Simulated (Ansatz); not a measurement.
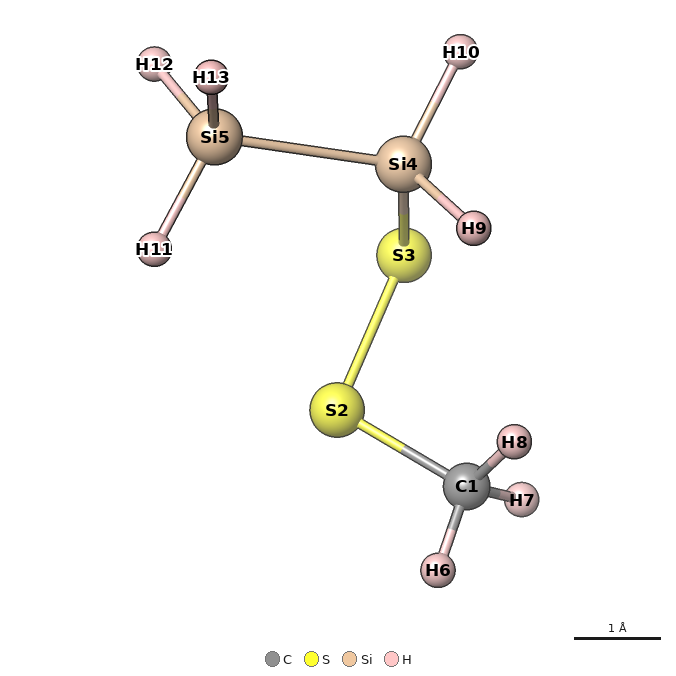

Orthographic view. Atoms fade into the background with distance from the viewer. Computed geometry: PBE-D4/def2-SVP optimisation. No frequency run is at hand to confirm it as a minimum.

Give the geometry as a Z-matrix, atoms in numerical order, with these reference atoms: 2 to 1; 3 to 2, 1; 4 to 3, 2, 1; 5 to 4, 3, 2; 6 to 1, 2, 3; 7 to 1, 6, 2; 8 to 1, 7, 6; 9 to 4, 3, 2; 10 to 4, 9, 8; 11 to 5, 4, 9; 12 to 5, 11, 4; 13 to 5, 11, 12.

```
C  
S    1   1.823
S    2   2.110   1   101.4
Si   3   2.185   2    96.9   1   -90.3
Si   4   2.350   3   109.4   2   -66.2
H    1   1.109   2   105.6   3  -179.2
H    1   1.107   6   109.3   2  -119.4
H    1   1.108   7   110.3   6   119.9
H    4   1.508   3   109.8   2    57.8
H    4   1.509   9   108.4   8  -129.0
H    5   1.503   4   110.3   9   -64.9
H    5   1.505  11   109.4   4   119.3
H    5   1.507  11   109.0  12   118.9
```
